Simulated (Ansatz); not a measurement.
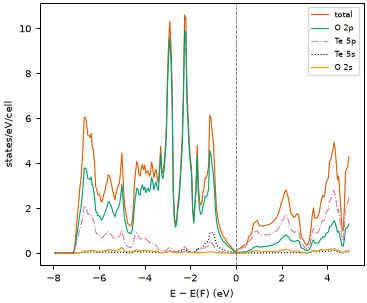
*Total and projected density of states of TeO$_{2}$ in space group Aea2 (No. 41; Te on 4a, O on 8b), plane-wave PAW PBE+D3(BJ) (Ansatz code)*

Q: Which orbitals carry the states next to the Fermi level?

A: Within 0.5 eV of the Fermi level: O 2p 47 %, Te 5p 37 %, Te 5s 12 %. Projections are on Löwdin-orthogonalised atomic valence shells; empty p or d shells of many metals are not among them.

Q: Where is the tallest occupied peak in this window, and what makes it?

A: Near -2.2 eV, about 11 states/eV per cell; the largest projected share is O 2p.

The start of the workflow was typed in or built on a structure type; neither database checked (COD, Materials Project) lists it. COD files the formula under space group No. 19, 61, 92, 136. Its standing as an ambient phase is unchecked. The cell was relaxed with PBE+D3(BJ) under the symmetry of its start; whether a distortion lowers the energy is not shown. The volume moved by -59 % from the start of the relaxation. A small band overlap can be real or an error of a semilocal functional. Scalar-relativistic: spin–orbit coupling is off unless named, which matters more the heavier the elements.

Potentials: the later of the program's two PAW sets.
